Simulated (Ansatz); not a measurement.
**CH₅BClNSi: geometry optimisation**

Aim: relax CH₅BClNSi from a cheap starting geometry.

Program: Ansatz 0.2.0, Gaussian basis. Level of theory: RKS PBE0-D4/def2-TZVP. These are calculated values, not measurements.

Plan: relaxation at PBE-D4/def2-SVP; relaxation at PBE0-D4/def2-TZVP.

1 further run of the same task is left out (set aside as unsound or not needed).

**1. The starting structure**

SMILES `Cl[SiH]1BCN1`, 10 atoms, charge 0, spin multiplicity 1.

Atoms are counted from 1 here; the program's logs count them from 0.

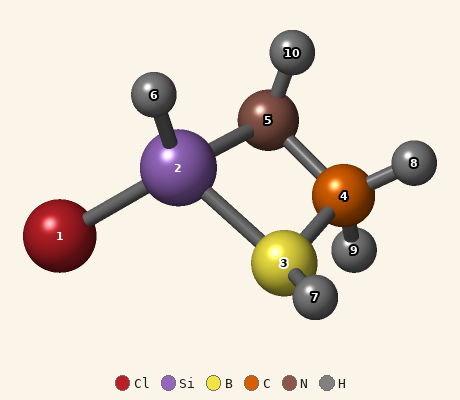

The starting geometry (chlorine red, silicon purple, boron yellow, carbon orange, nitrogen brown, hydrogen grey); atoms are numbered from 1 in the order of the file.

As a file:

| atom | x (Å) | y (Å) | z (Å) |
| --- | --- | --- | --- |
| Cl1 | -2.09410 | 1.79550 | 0.81870 |
| Si2 | -0.22270 | 1.12090 | 0.39470 |
| B3 | 0.02020 | -0.65690 | 1.05500 |
| C4 | 0.07410 | -1.00740 | -0.51870 |
| N5 | -0.16940 | 0.28090 | -1.17230 |
| H6 | 0.89850 | 2.07590 | 0.58620 |
| H7 | 0.73570 | -1.06830 | 1.96410 |
| H8 | 0.97830 | -1.50080 | -0.84780 |
| H9 | -0.87210 | -1.64820 | -0.69160 |
| H10 | 0.73460 | 0.55720 | -1.58520 |

The start is a force-field geometry with small random shifts, so a cheaper pass at PBE-D4/def2-SVP comes first.

**2. Relaxation at PBE-D4/def2-SVP (cheap first pass)**

Input file in.yaml:

```yaml
crystal:
  periodic: [false, false, false]
  atoms:
    - {symbol: Cl, position_ang: [-2.094100, 1.795500, 0.818700]}
    - {symbol: Si, position_ang: [-0.222700, 1.120900, 0.394700]}
    - {symbol: B, position_ang: [0.020200, -0.656900, 1.055000]}
    - {symbol: C, position_ang: [0.074100, -1.007400, -0.518700]}
    - {symbol: N, position_ang: [-0.169400, 0.280900, -1.172300]}
    - {symbol: H, position_ang: [0.898500, 2.075900, 0.586200]}
    - {symbol: H, position_ang: [0.735700, -1.068300, 1.964100]}
    - {symbol: H, position_ang: [0.978300, -1.500800, -0.847800]}
    - {symbol: H, position_ang: [-0.872100, -1.648200, -0.691600]}
    - {symbol: H, position_ang: [0.734600, 0.557200, -1.585200]}
basis:
  gaussian: {orbitals: def2-SVP}
hamiltonian: {xc: pbe, dispersion: d4}
relax: {f_tol: 0.03, max_steps: 200}
```

Command:

```console
> ansatz run in.yaml --threads 4 --pin off --events-out ev --progress --plain --max-ram 10444MiB
```

What it wrote, shortened:

```text
Functional definition: PBE
  name "PBE"
  cite "Perdew, Burke & Ernzerhof, Phys. Rev. Lett. 77, 3865 (1996) doi:10.1103/PhysRevLett.77.3865"
  parent pbe
[...]
1165 factors; their error is unknown
[...]
mean field -23661.68983333 eV, -869.5510629054 hartree, gradient 6.1e-5 eV, S^2 0.000000; 0 other end points of the search recorded, 0 dependent functions left out
[...]
reference -23661.68986822 eV, -869.5510641877 hartree; 27, 27 occupied and 76, 76 virtual orbitals, 1165 factors
relax step   1: F+E_penalty+E_count = -23661.94582940 eV  Δ(F+E_penalty+E_count) = +0.000e0 eV  max|allowed force component| = 2.556e0 eV/Å  Δτ_max = 0.0000 Å  (29 SCF iters, accepted)
[...]
relax step   4: F+E_penalty+E_count = -23662.80439663 eV  Δ(F+E_penalty+E_count) = -5.975e-2 eV  max|allowed force component| = 8.671e-1 eV/Å  Δτ_max = 0.0924 Å  (30 SCF iters, accepted)
[...]
relax step   7: F+E_penalty+E_count = -23662.96986774 eV  Δ(F+E_penalty+E_count) = -5.182e-2 eV  max|allowed force component| = 1.401e0 eV/Å  Δτ_max = 0.1999 Å  (36 SCF iters, accepted)
[...]
relax step  10: F+E_penalty+E_count = -23663.04010801 eV  Δ(F+E_penalty+E_count) = -6.629e-3 eV  max|allowed force component| = 1.406e-1 eV/Å  Δτ_max = 0.0468 Å  (29 SCF iters, accepted)
[...]
relax step  13: F+E_penalty+E_count = -23663.05147135 eV  Δ(F+E_penalty+E_count) = -9.035e-4 eV  max|allowed force component| = 3.439e-2 eV/Å  Δτ_max = 0.0111 Å  (31 SCF iters, accepted)
[...]
relax step  14: F+E_penalty+E_count = -23663.05160241 eV  Δ(F+E_penalty+E_count) = -1.311e-4 eV  max|allowed force component| = 1.859e-2 eV/Å  Δτ_max = 0.0091 Å  (30 SCF iters, accepted)
1165 factors; their error is unknown
[...]
mean field -23662.80383040 eV, -869.5920015427 hartree, gradient 3.1e-5 eV, S^2 0.000000; 1 other end points of the search recorded, 0 dependent functions left out
[...]
reference -23662.80386630 eV, -869.5920028619 hartree; 27, 27 occupied and 76, 76 virtual orbitals, 1165 factors
Total energy: -23663.05163830 eV, -869.6011083152 hartree
Atom 0 at    -2.038723     1.906074     0.801192 Å, force     0.008649    -0.002506    -0.001053 eV/Å
Atom 1 at    -0.063892     1.224119     0.468289 Å, force    -0.013237     0.009752    -0.006343 eV/Å
Atom 2 at     0.210638    -0.689841     1.072587 Å, force     0.001797     0.000705    -0.012482 eV/Å
Atom 3 at     0.200739    -1.049059    -0.475793 Å, force    -0.002756     0.009297    -0.002728 eV/Å
Atom 4 at     0.191233     0.332530    -1.010062 Å, force    -0.006407    -0.009988     0.018594 eV/Å
Atom 5 at     0.778602     2.456131     0.650414 Å, force     0.003380    -0.001777     0.003320 eV/Å
Atom 6 at     0.310733    -1.419347     2.033227 Å, force     0.002156    -0.004943     0.005650 eV/Å
Atom 7 at     1.089814    -1.656389    -0.783812 Å, force    -0.000839    -0.000876     0.002550 eV/Å
Atom 8 at    -0.693072    -1.673160    -0.741439 Å, force     0.004896     0.001623     0.000025 eV/Å
Atom 9 at     0.097029     0.517742    -2.011504 Å, force     0.002360    -0.001289    -0.007533 eV/Å
Dipole moment:     0.272787    -0.306353    -0.274274 e Å
```

It took 18 s on 4 threads of Arm Neoverse V2, shared host.

Relaxation path: (the energy doesn't fall at every step)

| step | energy from step 1 (eV) | largest force component (eV/Å) |
| --- | --- | --- |
| 1 | 0.0000 | 2.5555 |
| 2 | -0.6661 | 0.8760 |
| 3 | -0.7988 | 0.7568 |
| 4 | -0.8586 | 0.8671 |
| 5 | -0.9554 | 1.3475 |
| 6 | -0.9722 | 2.5277 |
| 7 | -1.0240 | 1.4012 |
| 8 | -0.9100 | 1.7329 |
| 9 | -1.0877 | 0.1282 |
| 10 | -1.0943 | 0.1406 |
| 11 | -1.1028 | 0.1563 |
| 12 | -1.1047 | 0.0945 |
| 13 | -1.1056 | 0.0344 |
| 14 | -1.1058 | 0.0186 |

Distances of close pairs at the start and the end, largest changes first:

| bond | before (Å) | after (Å) | change (Å) |
| --- | --- | --- | --- |
| Si2–B3 | 1.912 | 2.026 | +0.114 |
| Cl1–Si2 | 2.034 | 2.116 | +0.082 |
| C4–H8 | 1.081 | 1.120 | +0.039 |
| C4–H9 | 1.156 | 1.122 | -0.034 |
| Si2–N5 | 1.779 | 1.745 | -0.034 |
| B3–C4 | 1.613 | 1.590 | -0.024 |
| Si2–H6 | 1.485 | 1.504 | +0.018 |
| B3–H7 | 1.228 | 1.210 | -0.017 |

**3. Relaxation at PBE0-D4/def2-TZVP**

Input file in.yaml:

```yaml
crystal:
  periodic: [false, false, false]
  atoms:
    - {symbol: Cl, position_ang: [-2.038723, 1.906074, 0.801192]}
    - {symbol: Si, position_ang: [-0.063892, 1.224119, 0.468289]}
    - {symbol: B, position_ang: [0.210638, -0.689841, 1.072587]}
    - {symbol: C, position_ang: [0.200739, -1.049059, -0.475793]}
    - {symbol: N, position_ang: [0.191233, 0.332530, -1.010062]}
    - {symbol: H, position_ang: [0.778602, 2.456131, 0.650414]}
    - {symbol: H, position_ang: [0.310733, -1.419347, 2.033227]}
    - {symbol: H, position_ang: [1.089814, -1.656389, -0.783812]}
    - {symbol: H, position_ang: [-0.693072, -1.673160, -0.741439]}
    - {symbol: H, position_ang: [0.097029, 0.517742, -2.011504]}
basis:
  gaussian: {orbitals: def2-TZVP}
hamiltonian: {xc: pbe0, dispersion: d4}
relax: {f_tol: 0.005, max_steps: 150}
```

The command is unchanged.

What it wrote, shortened:

```text
Functional definition: PBE0
  name "PBE0"
  cite "Adamo & Barone, J. Chem. Phys. 110, 6158 (1999) doi:10.1063/1.478522"
  cite "Perdew, Burke & Ernzerhof, Phys. Rev. Lett. 77, 3865 (1996) doi:10.1103/PhysRevLett.77.3865"
  parent pbe
[...]
1260 factors; their error is unknown
[...]
mean field -23675.89095666 eV, -870.0729445618 hartree, gradient 4.4e-5 eV, S^2 0.000000; 0 other end points of the search recorded, 0 dependent functions left out
[...]
reference -23675.89099127 eV, -870.0729458340 hartree; 27, 27 occupied and 170, 170 virtual orbitals, 1260 factors
relax step   1: F+E_penalty+E_count = -23676.10082323 eV  Δ(F+E_penalty+E_count) = +0.000e0 eV  max|allowed force component| = 7.053e-1 eV/Å  Δτ_max = 0.0000 Å  (28 SCF iters, accepted)
[...]
Atom 0 at    -2.000409     1.944809     0.767206 Å, force    -0.002009     0.000223    -0.000073 eV/Å
Atom 1 at    -0.082716     1.204227     0.456860 Å, force     0.002173    -0.002754    -0.001969 eV/Å
Atom 2 at     0.200421    -0.694922     1.073275 Å, force     0.001397     0.001163     0.000763 eV/Å
Atom 3 at     0.208223    -1.045739    -0.467377 Å, force    -0.002758    -0.000785    -0.000642 eV/Å
Atom 4 at     0.152991     0.328494    -0.995840 Å, force     0.000073     0.002402     0.002136 eV/Å
Atom 5 at     0.781873     2.394761     0.656118 Å, force     0.000712     0.000175    -0.000086 eV/Å
Atom 6 at     0.312464    -1.414950     2.013102 Å, force    -0.000462    -0.000271    -0.000095 eV/Å
Atom 7 at     1.106356    -1.601908    -0.775747 Å, force     0.000693     0.000157     0.000662 eV/Å
Atom 8 at    -0.655043    -1.673442    -0.743190 Å, force     0.000768     0.000164    -0.000713 eV/Å
Atom 9 at     0.058942     0.507470    -1.981310 Å, force    -0.000587    -0.000474     0.000017 eV/Å
Dipole moment:     0.275800    -0.326241    -0.248729 e Å
```

Wall time 34 s (4 threads of Arm Neoverse V2, shared host); peak memory 0.52 GiB.

Relaxation path:

| step | energy from step 1 (eV) | largest force component (eV/Å) |
| --- | --- | --- |
| 1 | 0.0000 | 0.7053 |
| 2 | -0.0493 | 0.3655 |
| 3 | -0.0563 | 0.0560 |
| 4 | -0.0568 | 0.0251 |
| 5 | -0.0570 | 0.0177 |
| 6 | -0.0572 | 0.0189 |
| 7 | -0.0573 | 0.0147 |
| 8 | -0.0573 | 0.0093 |
| 9 | -0.0573 | 0.0057 |
| 10 | -0.0573 | 0.0028 |

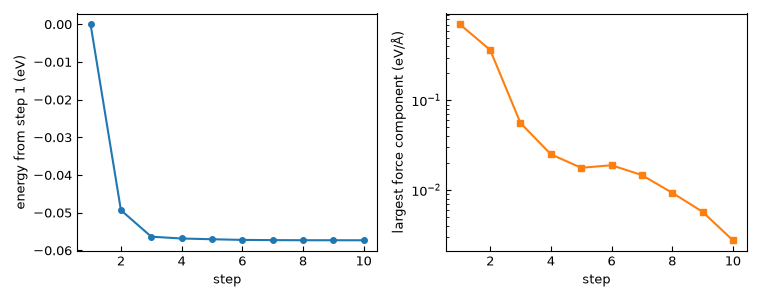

Energy and force, step by step.

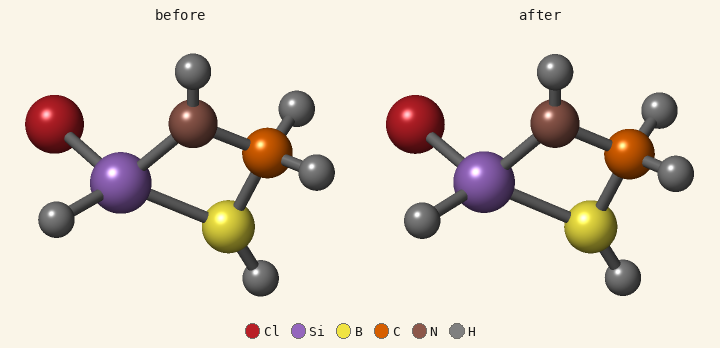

The geometry before (left) and after (right).

Distances of close pairs at the start and the end, largest changes first:

| bond | before (Å) | after (Å) | change (Å) |
| --- | --- | --- | --- |
| Cl1–Si2 | 2.116 | 2.079 | -0.037 |
| Si2–N5 | 1.745 | 1.713 | -0.033 |
| B3–H7 | 1.210 | 1.189 | -0.021 |
| C4–H9 | 1.122 | 1.102 | -0.020 |
| C4–H8 | 1.120 | 1.100 | -0.019 |
| Si2–H6 | 1.504 | 1.485 | -0.019 |
| N5–H10 | 1.023 | 1.006 | -0.017 |
| B3–C4 | 1.590 | 1.580 | -0.009 |

Mulliken charges of the relaxed molecule (report file):

| atom | value (e) |
| --- | --- |
| Cl1 | -0.26 |
| Si2 | 0.34 |
| B3 | 0.01 |
| C4 | -0.15 |
| N5 | -0.41 |
| H6 | -0.03 |
| H7 | 0.05 |
| H8 | 0.12 |
| H9 | 0.12 |
| H10 | 0.21 |

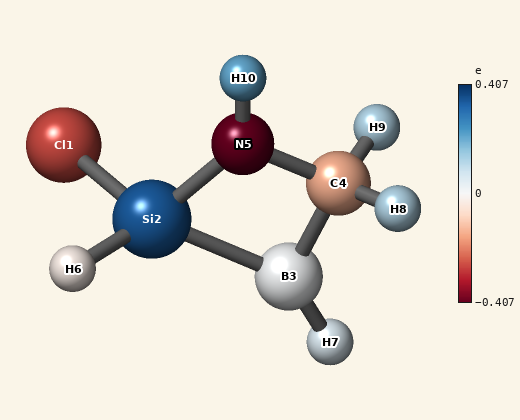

Mulliken charges of the relaxed molecule (report file), as colours on the atoms.

**4. What came out**

```
                  quantity           value
               point group              C1
                     steps         14 + 10
shift from the start (rms)         0.371 Å
              total energy  -23676.1582 eV
           dispersion term        -211 meV
             dipole moment          2.37 D
```

The atoms moved 0.37 Å (rms) from the start; the bond that changed most is Si2–B3, from 1.912 to 2.017 Å. No vibrations were run, so it is not proven to be a minimum. The largest Mulliken charge, -0.41 e, sits on N5.
